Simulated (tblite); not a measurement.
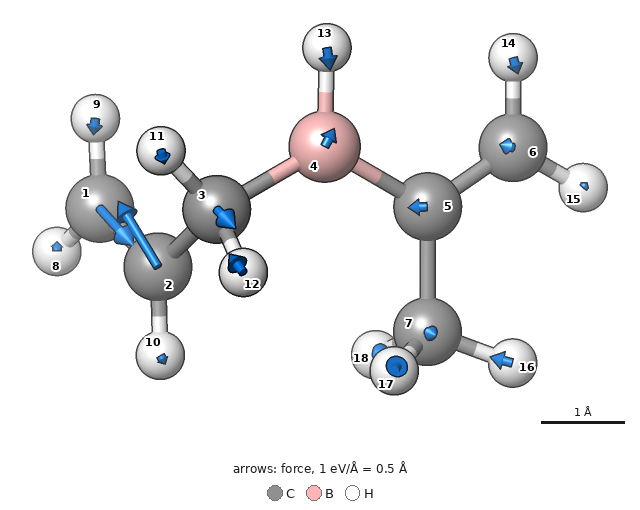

Starting geometry of C6H11B with the computed forces as blue arrows. A ball-and-stick model, seen face on.

Theory: GFN2-xTB geometry optimisation, gas phase in tblite 0.8.0. 

Q: Is this structure relaxed? If not, where do the atoms go?

A: It isn't relaxed: the largest force vector, on C2, is 2.06 eV/Å. The final displacements have little in common with the starting forces (cosine between the two patterns 0.10). The energy falls by 0.171 eV in 116 geometry steps. H9 moves most after the best rigid fit: 1.14 Å. Largest moves by element: H 1.14 Å, C 0.56 Å, B 0.33 Å. Near-neighbour distances that change, for instance: C1–C2 1.352 → 1.321 Å, B4–H13 1.200 → 1.172 Å, C3–H12 1.119 → 1.091 Å, B4–C5 1.574 → 1.554 Å. Bond angles that change, for instance: B4–C3–H12 107.8° → 113.1°, C2–C3–B4 111.4° → 106.2°, C3–C2–H10 119.5° → 115.5°. Groups turn about C2–C3 by about 35°, C3–B4 by about 30°.
